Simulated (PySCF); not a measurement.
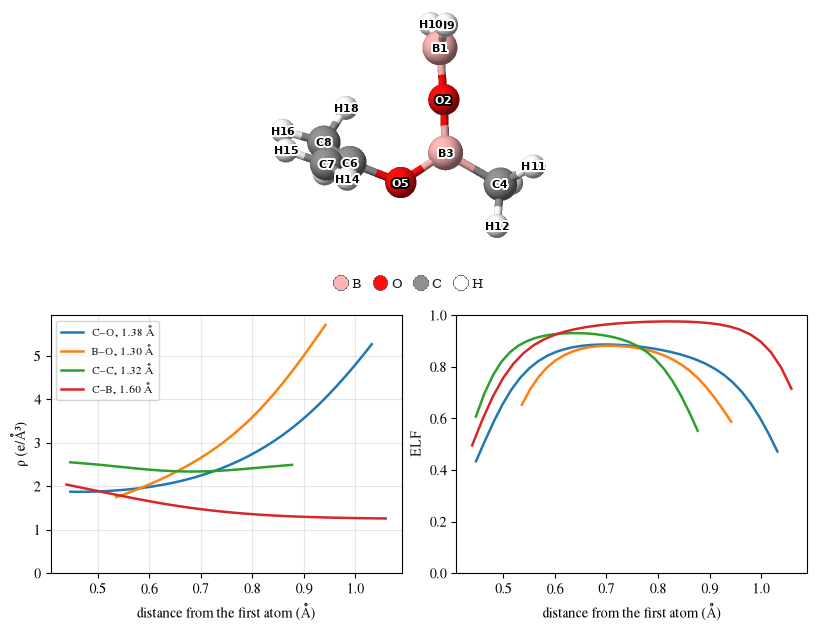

C4H10B2O2 (SMILES BOB(C)OC(=C)C). Total electron density and ELF along straight lines between neighbouring atoms. The curves leave out the atomic cores. The structure is drawn too.

Geometry: GFN2-xTB.

Method: PBE0/pcSseg-1, SCF density, gas phase, non-relativistic (PySCF).

```
atom    x (Å)    y (Å)    z (Å)
   B   1.7828   1.6647   0.0697
   O   1.3497   0.4859  -0.2638
   B   0.8539  -0.7061  -0.5707
   C   1.7768  -1.8539  -1.1916
   O  -0.4585  -0.9990  -0.3698
   C  -1.4110  -0.1207   0.0927
   C  -1.9051  -0.2424   1.3148
   C  -1.8576   0.9039  -0.9066
   H   2.1991   1.8503   1.1594
   H   1.7633   2.5406  -0.7254
   H   2.7336  -1.9167  -0.6805
   H   1.2923  -2.8231  -1.1354
   H   1.9874  -1.6500  -2.2391
   H  -1.5436  -0.9961   1.9910
   H  -2.6893   0.4023   1.6649
   H  -2.6735   1.4987  -0.5072
   H  -2.1844   0.4082  -1.8200
   H  -1.0247   1.5596  -1.1590
```

Compare the contacts.

C–O (1.38 Å): the density is about 2.2 e/Å³ at the midpoint, with its minimum of 1.9 e/Å³ about 0.5 Å from C; the ELF peaks at about 0.90 between the atoms (a polar covalent bond).
B–O (1.30 Å): ρ at the midpoint is about 2.3 e/Å³; the ELF peaks at about 0.90 between the atoms, as expected for a short, strongly polar bond.
C–C (1.32 Å): ρ at the midpoint is about 2.3 e/Å³; the ELF peaks at about 0.95 between the atoms: a multiple bond.
C–B (1.60 Å): ρ at the midpoint is about 1.4 e/Å³; the ELF peaks at about 1 between the atoms (a covalent bond).
